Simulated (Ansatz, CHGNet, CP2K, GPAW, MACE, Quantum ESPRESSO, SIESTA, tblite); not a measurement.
# CP2K runs on random packing of 64Li2S-20P2S5-16LiCl (mol %) (91 atoms)

How do the settings of CP2K change the result for random packing of 64Li2S-20P2S5-16LiCl (mol %) (91 atoms)? A plane-wave run serves as the yardstick.

Main program and level: CP2K 2026.2; the method is named at each step.

### Step 1. The structure

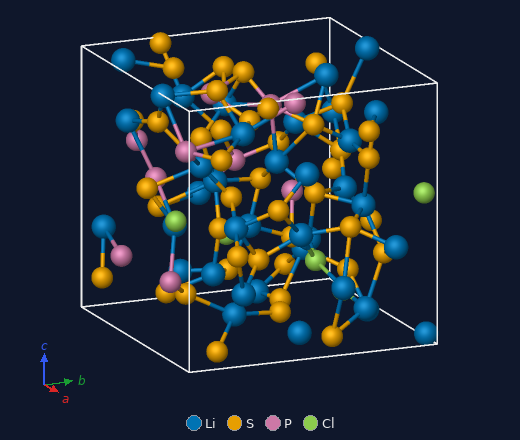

Start, viewed slightly off an axis; lithium blue, sulfur orange, phosphorus pink, chlorine green. Bonds to atoms that aren't drawn are left out. Some periodic images of atoms are drawn too.

The cell holds 91 atoms: 36 Li, 41 S, 10 P and 4 Cl. Cell: a = 12.227 Å, b = 12.227 Å, c = 12.227 Å, α = 90.0°, β = 90.0°, γ = 90.0°. 91 atoms (36 Li, 41 S, 10 P, 4 Cl) packed at random in a cube at 1.83 g/cm³ and pushed apart as soft spheres, cations and anions kept from their own kind; a start for melting by ab initio MD, not an equilibrated structure. Then every atom was moved at random, 0.03 Å r.m.s. a Cartesian component.

The yardstick, on the same geometry:

| Property | Result |
| --- | --- |
| method | Kohn-Sham DFT, PBE, PAW, plane waves (Ansatz 0.2.0); cutoff 420 eV, Γ point, fermi-dirac smearing of 0.05 eV; PAW set soft_2 |
| r.m.s. force component | 0.607 eV/Å |
| longest force | 3.353 eV/Å |
| pressure | -1.237 GPa |
| SCF cycles | 12 |
| time | 10 s on 8 threads of Arm Neoverse V2, shared host |
| CPU time | 74 s |

### Step 2. PBE, DZVP-MOLOPT-SR, 600/50 Ry, diagonalisation

Method: Kohn-Sham DFT, PBE, GTH-PBE pseudopotentials, Gaussian and plane waves, DZVP-MOLOPT-SR-GTH, diagonalisation.

Contents of input.inp:

```
&GLOBAL
  PROJECT cell
  RUN_TYPE ENERGY_FORCE
  PRINT_LEVEL LOW
&END GLOBAL
&FORCE_EVAL
  METHOD QS
  STRESS_TENSOR ANALYTICAL
  &DFT
    BASIS_SET_FILE_NAME BASIS_MOLOPT
    POTENTIAL_FILE_NAME GTH_POTENTIALS
    &MGRID
      CUTOFF 600
      REL_CUTOFF 50
      NGRIDS 5
    &END MGRID
    &QS
      EPS_DEFAULT 1.0E-12
    &END QS
    &SCF
      SCF_GUESS ATOMIC
      EPS_SCF 1.0E-06
      MAX_SCF 200
      ADDED_MOS 14
      &DIAGONALIZATION
        ALGORITHM STANDARD
      &END DIAGONALIZATION
      &SMEAR ON
        METHOD FERMI_DIRAC
        ELECTRONIC_TEMPERATURE [K] 580
      &END SMEAR
      &MIXING
        METHOD BROYDEN_MIXING
        ALPHA 0.3
        NBROYDEN 8
      &END MIXING
      &PRINT
        &RESTART OFF
        &END RESTART
      &END PRINT
    &END SCF
    &XC
      &XC_FUNCTIONAL PBE
      &END XC_FUNCTIONAL
    &END XC
    &PRINT
      &MULLIKEN ON
      &END MULLIKEN
      &LOWDIN ON
      &END LOWDIN
      &HIRSHFELD ON
      &END HIRSHFELD
      &MO ON
        EIGENVALUES T
        OCCUPATION_NUMBERS T
        MO_INDEX_RANGE 205 228
        &EACH
          QS_SCF 0
        &END EACH
        ADD_LAST NUMERIC
      &END MO
    &END PRINT
  &END DFT
  &SUBSYS
    &CELL
      A 12.22750 0.00000 0.00000
      B 0.00000 12.22750 0.00000
      C 0.00000 0.00000 12.22750
    &END CELL
    &COORD
      SCALED
      Li 0.18580 0.81409 0.18420
      Li 0.13986 0.95424 0.68292
      Li 0.27735 0.74131 0.69892
      Li 0.82721 0.82871 0.86335
      Li 0.78976 0.28047 0.46842
      Li 0.57049 0.73886 0.95148
      Li 0.52553 0.68844 0.31992
      Li 0.84926 0.28506 0.22991
      Li 0.48846 0.57453 0.61701
      Li 0.03232 0.07548 0.30735
      Li 0.15802 0.32965 0.14183
      Li 0.41733 0.34923 0.19237
      Li 0.29707 0.44820 0.80296
      Li 0.09151 0.66595 0.01042
      Li 0.75773 0.81629 0.09706
      Li 0.32163 0.53562 0.33395
      Li 0.80875 0.29952 0.83246
      Li 0.84434 0.54308 0.66127
      Li 0.18936 0.08648 0.98329
      Li 0.97858 0.84317 0.38257
      Li 0.35063 0.38613 0.52825
      Li 0.57933 0.82986 0.69252
      Li 0.78280 0.54558 0.41250
      Li 0.59769 0.11660 0.45020
      Li 0.64628 0.33558 0.09688
      Li 0.93639 0.98267 0.02608
      Li 0.64553 0.20161 0.67966
      Li 0.69813 0.83312 0.47553
      Li 0.45680 0.95232 0.00201
      Li 0.06170 0.38012 0.78147
      Li 0.44937 0.86582 0.47574
      Li 0.69311 0.02709 0.97954
      Li 0.11768 0.42129 0.42041
      Li 0.34956 0.03500 0.79796
      Li 0.90382 0.66357 0.22741
      Li 0.96127 0.46174 0.09156
      S 0.94726 0.15357 0.78217
      S 0.32133 0.70740 0.27343
      S 0.59603 0.00641 0.60334
      S 0.09328 0.97211 0.44920
      S 0.76841 0.88462 0.30504
      S 0.78996 0.81523 0.67962
      S 0.99681 0.31952 0.97535
      S 0.61979 0.15142 0.18916
      S 0.95608 0.21500 0.40887
      S 0.30553 0.94035 0.11998
      S 0.99077 0.72934 0.84197
      S 0.19028 0.12584 0.74787
      S 0.32204 0.58035 0.51046
      S 0.07900 0.04894 0.12698
      S 0.30259 0.91370 0.57950
      S 0.62940 0.33070 0.54212
      S 0.42429 0.86569 0.79349
      S 0.61615 0.41066 0.82256
      S 0.90112 0.40287 0.55106
      S 0.76920 0.21297 0.99817
[... 31 atom lines left out ...]
      Cl 0.52918 0.82283 0.10832
      Cl 0.86917 0.00316 0.54602
      Cl 0.05244 0.55978 0.23107
      Cl 0.69353 0.64211 0.28232
    &END COORD
    &KIND Li
      BASIS_SET DZVP-MOLOPT-SR-GTH-q3
      POTENTIAL GTH-PBE-q3
    &END KIND
    &KIND S
      BASIS_SET DZVP-MOLOPT-SR-GTH-q6
      POTENTIAL GTH-PBE-q6
    &END KIND
    &KIND P
      BASIS_SET DZVP-MOLOPT-SR-GTH-q5
      POTENTIAL GTH-PBE-q5
    &END KIND
    &KIND Cl
      BASIS_SET DZVP-MOLOPT-SR-GTH-q7
      POTENTIAL GTH-PBE-q7
    &END KIND
  &END SUBSYS
  &PRINT
    &FORCES ON
    &END FORCES
    &STRESS_TENSOR ON
    &END STRESS_TENSOR
  &END PRINT
&END FORCE_EVAL
```

Started as:

```console
> OMP_NUM_THREADS=1 mpirun -np 4 cp2k.psmp -i input.inp > output.txt
```

Numbers of over 12 decimals in the logs are rounded to 6 here.

The log of the run:

```text
CP2K| version string:                                       CP2K version 2026.2
 CP2K| Input file name                                                 input.inp
 GLOBAL| Basis set file name                                        BASIS_MOLOPT
 GLOBAL| Potential file name                                      GTH_POTENTIALS
 GLOBAL| Run type                                                   ENERGY_FORCE
 GLOBAL| Total number of message passing processes                             4
 GLOBAL| Number of threads for this process                                    1
 TOTAL NUMBERS AND MAXIMUM NUMBERS
  Total number of            - Atomic kinds:                                   4
                             - Atoms:                                         91
                             - Shell sets:                                    91
                             - Shells:                                       419
                             - Primitive Cartesian functions:                400
                             - Cartesian basis functions:                    986
                             - Spherical basis functions:                    931
  Maximum angular momentum of- Orbital basis functions:                        2
                             - Local part of the GTH pseudopotential:          6
                             - Non-local part of the GTH pseudopotential:      2
 SCF PARAMETERS         Density guess:                                    ATOMIC
                        max_scf:                                             200
                        eps_scf:                                        1.00E-06
                        added MOs                                        14    0
                        Mixing method:                            BROYDEN_MIXING
                                                charge density mixing in g-space
                        Smear method:                                FERMI_DIRAC
                        Electronic temperature [K]:                        580.0
                        Electronic temperature [a.u.]:                  1.84E-03
                        Accuracy threshold:                             1.00E-10
 Extrapolation method: initial_guess
 Number of electrons:                                                        432
 Number of occupied orbitals:                                                216
 Number of molecular orbitals:                                               230
 Number of orbital functions:                                                931
 Number of independent orbital functions:                                    931
 SCF WAVEFUNCTION OPTIMIZATION
  Step     Update method      Time    Convergence         Total energy    Change
 *** the last MO => Add more MOs for proper smearing.                   ***
     1 NoMix/Diag. 0.30E+00    3.2     0.83310824      -816.1732952049 -8.16E+02
 *** the last MO => Add more MOs for proper smearing.                   ***
     2 Broy./Diag. 0.30E+00    4.1     0.77179294      -806.6574676008  9.52E+00
 *** the last MO => Add more MOs for proper smearing.                   ***
     3 Broy./Diag. 0.30E+00    4.1     0.64937158      -812.7275470078 -6.07E+00
[...]
4 Broy./Diag. 0.30E+00    4.0     0.53308186      -813.3965176519 -6.69E-01
[...]
*** the last MO => Add more MOs for proper smearing.                   ***
    36 Broy./Diag. 0.30E+00    4.1     0.00000114      -814.0444723360  1.47E-06
 *** the last MO => Add more MOs for proper smearing.                   ***
    37 Broy./Diag. 0.30E+00    4.2     0.00000081      -814.0444707199  1.62E-06
  *** SCF run converged in    37 steps ***
  Electronic density on regular grids:       -432.0000000000        0.0000000000
  Core density on regular grids:              431.9999999994       -0.0000000006
  Total charge density on r-space grids:       -0.0000000006
  Total charge density g-space grids:          -0.0000000006
  Overlap energy of the core charge distribution:               9.52626e-09
  Self energy of the core charge distribution:              -1518.722149
  Core Hamiltonian energy:                                    298.807843
  Hartree energy:                                             592.046874
  Exchange-correlation energy:                               -186.158658
  Electronic entropic energy:                                  -0.018381
  Fermi energy:                                                 0.084236
  Total energy:                                              -814.044471
  Total energy (extrapolated to T->0):                       -814.035280
 MO| EIGENVALUES AND OCCUPATION NUMBERS
 MO|
 MO|  Index      Eigenvalue [a.u.]        Eigenvalue [eV]             Occupation
 MO|    205               0.070263               1.911951               1.999007
 MO|    206               0.070832               1.927449               1.998646
 MO|    207               0.071602               1.948403               1.997942
[...]
MO|    227               0.099000               2.693918               0.000646
 MO|    228               0.101379               2.758652               0.000177
 MO| Sum:                                                             432.000000
 MO| E(Fermi):            0.084236 a.u.          2.292172 eV
 !-----------------------------------------------------------------------------!
                     Mulliken Population Analysis
 #  Atom  Element  Kind  Atomic population                           Net charge
       1     Li       1          2.832837                              0.167163
       2     Li       1          2.713358                              0.286642
       3     Li       1          2.653932                              0.346068
[...]
# Total charge                            432.000000                 -0.000000
 !-----------------------------------------------------------------------------!
 !-----------------------------------------------------------------------------!
                           Hirshfeld Charges
  #Atom  Element  Kind  Ref Charge     Population                    Net charge
      1       Li     1       3.000          3.305                        -0.305
      2       Li     1       3.000          3.194                        -0.194
      3       Li     1       3.000          3.032                        -0.032
[...]
90       Cl     4       7.000          7.022                        -0.022
     91       Cl     4       7.000          6.921                         0.079
  Total Charge                                                           -0.000
 !-----------------------------------------------------------------------------!
 LOWDIN POPULATION ANALYSIS
 #  Atom  Element  Kind  Atomic population                           Net charge
[...]
90     Cl       4          7.065973                             -0.065973
      91     Cl       4          6.981366                              0.018634
 # Total charge                            432.000000                 -0.000000
 ENERGY| Total FORCE_EVAL ( QS ) energy [hartree]           -814.044469
 FORCES| Atomic forces [hartree/bohr]
 FORCES|   Atom     x               y               z               |f|
 FORCES|      1 -5.44903211E-03 -7.44754410E-03 -7.32293243E-03   1.17806283E-02
 FORCES|      2 -8.64594047E-03 -9.15326642E-03 -4.40579160E-03   1.33396241E-02
 FORCES|      3 -3.34881906E-03  1.79467927E-03  1.14037960E-03   3.96685372E-03
[...]
FORCES|     90 -1.02232578E-02 -8.82038010E-03 -1.31034529E-03   1.35658067E-02
 FORCES|     91  6.69648487E-03  1.24416642E-03 -2.38779179E-02   2.48303408E-02
 FORCES| Sum     6.97600979E-08 -9.33162982E-07 -1.66997856E-05
 FORCES| Total atomic force                                       1.67259827E-05
 STRESS| Analytical stress tensor [bar]
 STRESS|                        x                   y                   z
 STRESS|      x       -6.46678954280E+03   9.02504956655E+03  -5.86523177307E+03
 STRESS|      y        9.02504956655E+03  -1.22640947649E+04   5.95312420713E+03
 STRESS|      z       -5.86523177307E+03   5.95312420713E+03  -1.09276049799E+04
 STRESS| 1/3 Trace                                            -9.88616309586E+03
```

Wall time 2.7 min (4 MPI ranks of Arm Neoverse V2, shared host); peak memory 6.2 GiB; 11 min of CPU time.

Banners, paths, timers and routine set-up lines are dropped from the logs unmarked, and long logs keep their key lines alone; longer cuts are marked.

Against the reference:

- r.m.s. force component: 0.6137 eV/Å
- r.m.s. difference of force components: 36.96 meV/Å
- longest difference of force vectors: 168.4 meV/Å
- force difference over r.m.s. force: 6.089 %
- slope of forces against the reference's: 1.009
- correlation of force components: 0.9982
- pressure: -0.9886 GPa
- pressure difference: 0.2482 GPa

Length of the force difference by element (eV/Å):

```tsv
element	atoms	mean	most
Cl	4	0.072	0.12
Li	36	0.047	0.090
P	10	0.098	0.17
S	41	0.055	0.11
```

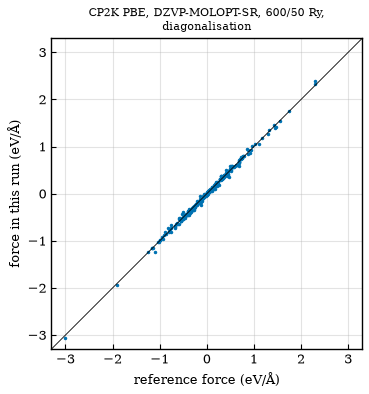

Force components against those of the reference; the line marks equality.

A closer look about S47, picked at random: 9 atoms, nearest first, numbered in the order of the input, with positions taken from that point.

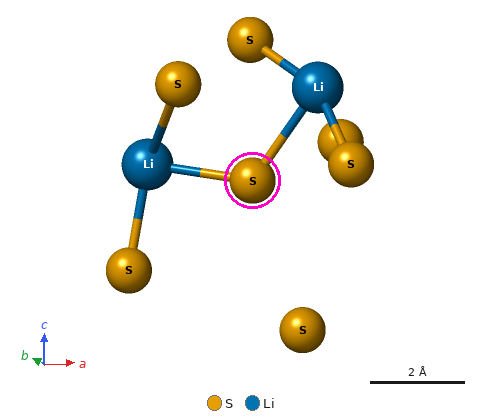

The atoms of the table, within 3.5 Å (arrows a, b, c point along x, y, z); some may hide others; the central atom is ringed.

```tsv
atom	x	y	z	distance (Å)	Mulliken charge (e)	Fx	Fy	Fz (eV/Å)
S47	0.00	0.00	0.00	0.00	-0.06	0.69	0.57	-0.03
Li4	-2.00	1.22	0.26	2.35	0.18	0.21	-0.20	-0.44
Li14	1.23	-0.78	2.06	2.52	0.00	0.01	-0.21	0.03
S58	2.39	1.66	0.55	2.96	-0.14	0.02	-0.73	-0.44
S57	1.51	-2.53	0.61	3.00	-0.16	-0.05	-0.27	0.06
S64	0.23	1.06	2.89	3.09	-0.33	-0.98	0.66	0.59
S62	-1.91	-1.00	2.26	3.12	-0.13	0.26	-0.36	-1.02
S42	-2.46	1.05	-1.99	3.33	-0.17	-0.49	0.05	0.40
S59	1.19	0.32	-3.30	3.52	-0.01	-0.11	-0.51	0.37
```

Forces lie 6.1 % from the reference's, at 8.7 times its CPU time (on 4 against 8 cores).

### Step 3. PBE, SZV-MOLOPT-SR, 600/50 Ry, diagonalisation

Method: Kohn-Sham DFT, PBE, GTH-PBE pseudopotentials, Gaussian and plane waves, SZV-MOLOPT-SR-GTH, diagonalisation.

input.inp, as its differences from that of step 2:

```diff
@@ -50,4 +50,2 @@
       &END LOWDIN
-      &HIRSHFELD ON
-      &END HIRSHFELD
       &MO ON
@@ -70,7 +68,30 @@
     &COORD
-      SCALED
-[... 91 atom lines left out: the same atoms as in the first run ...]
+      Li 2.27187 9.95429 2.25231
+      Li 1.71014 11.66797 8.35040
+      Li 3.39130 9.06437 8.54604
+      Li 10.11471 10.13305 10.55661
+      Li 9.65679 3.42945 5.72761
+      Li 6.97567 9.03441 11.63422
+      Li 6.42592 8.41790 3.91182
+      Li 10.38433 3.48557 2.81122
+      Li 5.97264 7.02507 7.54449
+      Li 0.39519 0.92293 3.75812
+      Li 1.93219 4.03080 1.73423
+      Li 5.10290 4.27021 2.35220
+      Li 3.63242 5.48037 9.81819
+      Li 1.11894 8.14290 0.12741
+      Li 9.26514 9.98119 1.18680
+      Li 3.93273 6.54929 4.08337
+      Li 9.88899 3.66238 10.17890
+      Li 10.32417 6.64051 8.08568
+      Li 2.31540 1.05743 12.02318
+      Li 11.96559 10.30986 4.67787
+[... 67 atom lines left out ...]
+      Cl 6.47055 10.06115 1.32448
+      Cl 10.62778 0.03864 6.67646
+      Cl 0.64121 6.84471 2.82541
+      Cl 8.48014 7.85140 3.45207
     &END COORD
     &KIND Li
-      BASIS_SET DZVP-MOLOPT-SR-GTH-q3
+      BASIS_SET SZV-MOLOPT-SR-GTH-q3
       POTENTIAL GTH-PBE-q3
@@ -78,3 +99,3 @@
     &KIND S
-      BASIS_SET DZVP-MOLOPT-SR-GTH-q6
+      BASIS_SET SZV-MOLOPT-SR-GTH-q6
       POTENTIAL GTH-PBE-q6
@@ -82,3 +103,3 @@
     &KIND P
-      BASIS_SET DZVP-MOLOPT-SR-GTH-q5
+      BASIS_SET SZV-MOLOPT-SR-GTH-q5
       POTENTIAL GTH-PBE-q5
@@ -86,3 +107,3 @@
     &KIND Cl
-      BASIS_SET DZVP-MOLOPT-SR-GTH-q7
+      BASIS_SET SZV-MOLOPT-SR-GTH-q7
       POTENTIAL GTH-PBE-q7
```

Started as:

```console
> OMP_NUM_THREADS=2 cp2k.psmp -i input.inp > output.txt
```

The log of the run:

```text
CP2K| version string:                                       CP2K version 2026.2
 CP2K| Input file name                                                 input.inp
 GLOBAL| Basis set file name                                        BASIS_MOLOPT
 GLOBAL| Potential file name                                      GTH_POTENTIALS
[... lines left out ...]
 Number of electrons:                                                        432
[... lines left out ...]
  Step     Update method      Time    Convergence         Total energy    Change
[... lines left out ...]
  *** SCF run converged in    55 steps ***
[... lines left out ...]
  Fermi energy:                                                 0.194020
  Total energy:                                              -804.599122
  Total energy (extrapolated to T->0):                       -804.588890
[... lines left out ...]
 MO| E(Fermi):            0.194020 a.u.          5.279563 eV
[... lines left out ...]
 ENERGY| Total FORCE_EVAL ( QS ) energy [hartree]           -804.599121
[... lines left out ...]
 FORCES|      1 -8.58519227E-03 -6.17797507E-03 -6.53901087E-03   1.24350941E-02
 FORCES|      2 -1.19628276E-02 -1.16208823E-02 -5.53930263E-03   1.75737880E-02
 FORCES|      3 -1.33566269E-03 -5.55339440E-03  5.05211834E-03   7.62548909E-03
[...]
FORCES|     90 -5.71972671E-03 -9.34112980E-03 -2.37687818E-03   1.12081011E-02
 FORCES|     91  4.79612391E-03  4.21113864E-04 -3.26369386E-02   3.29901486E-02
 FORCES| Sum     9.21598633E-06 -1.32008768E-05 -1.80797651E-05
 FORCES| Total atomic force                                       2.42089954E-05
 STRESS| Analytical stress tensor [bar]
 STRESS|                        x                   y                   z
 STRESS|      x        5.03452976652E+04   8.82154124955E+03  -7.18724636810E+03
 STRESS|      y        8.82154124955E+03   4.71346976155E+04   2.90857238309E+03
 STRESS|      z       -7.18724636810E+03   2.90857238309E+03   3.75900485625E+04
 STRESS| 1/3 Trace                                             4.50233479478E+04
```

The job ended after 5.4 min (2 threads; peak memory 4.8 GiB).

Compared with the plane-wave run:

* r.m.s. force component: 0.9909 eV/Å
* r.m.s. difference of force components: 746.9 meV/Å
* longest difference of force vectors: 4523 meV/Å
* force difference over r.m.s. force: 123 %
* slope of forces against the reference's: 1.075
* correlation of force components: 0.6587
* pressure: 4.502 GPa
* pressure difference: 5.739 GPa

This is a coarse setting, run to see what it loses.

Against the first run (6.1 %), the force difference from the reference is 123 %, at 0.86 times the CPU time (on 2 against 4 cores) (55 SCF steps against 37), with 292 basis functions against 931: the smaller basis costs accuracy.

[end of part 1 of 2]

[Also dropped from logs without a mark: logging warnings of Python, and SIESTA's first energy breakdown and zero terms.]

[Logs are printed without paths, hosts, clocks, repeated set-up lines and the standing remarks that a program may print on its own settings, such as how far it seeks lower states.]

[Hosts, paths, dates, database ids (printed as entryN), source tags and the programs' standing remarks are cut or masked in the printed files.]
